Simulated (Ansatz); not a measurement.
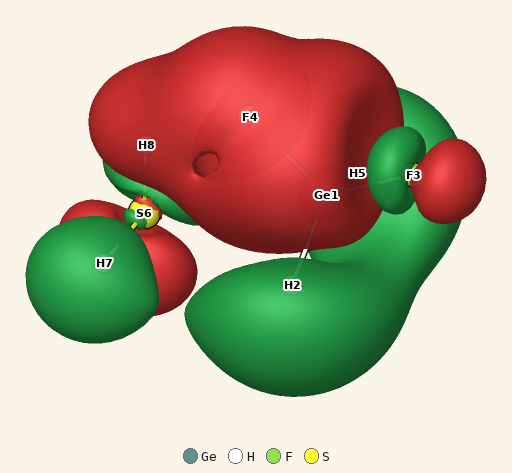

The picture shows: F$_{2}$GeH$_{2}$···H$_{2}$S. One frontier orbital at ±0.05 Å⁻³ᐟ² (green and red are the two phases), seen at a tilt.

The calculation used RKS PBE/def2-SVP (Ansatz).

Input

```
crystal:
  periodic: [false, false, false]
  atoms:
    - { symbol: Ge, position_ang: [0.20237, 0.055219, -0.146982] }
    - { symbol: H, position_ang: [-0.036692, 0.022995, 1.383373] }
    - { symbol: F, position_ang: [1.920618, -0.180123, -0.40103] }
    - { symbol: F, position_ang: [-0.096097, 1.678131, -0.718698] }
    - { symbol: H, position_ang: [-0.537173, -0.955638, -1.044541] }
    - { symbol: S, position_ang: [-3.009641, 0.037777, 1.117534] }
    - { symbol: H, position_ang: [-3.114206, -1.317323, 0.994748] }
    - { symbol: H, position_ang: [-1.840879, -0.087737, 1.848795] }
basis:
  gaussian: { orbitals: def2-SVP }
hamiltonian:
  xc: pbe
relax:
  f_tol: 0.03
  max_steps: 50
output:
  orbitals: {}
```

Command:

```sh
ansatz run input.yaml --threads 2 --pin off --max-ram 3072MiB --backend cpu --events-out ev --progress --plain --runs-dir out
```

The fields are those of the run's last geometry, not of the input's.

Which orbital is it: HOMO or LUMO?

Answer. The LUMO, at −0.63 eV. Its weight (Hirshfeld) is mainly on Ge1 (about 40 %), F4 (about 15 %), H2 (about 10 %), H5 (about 10 %) and S6 (about 10 %).
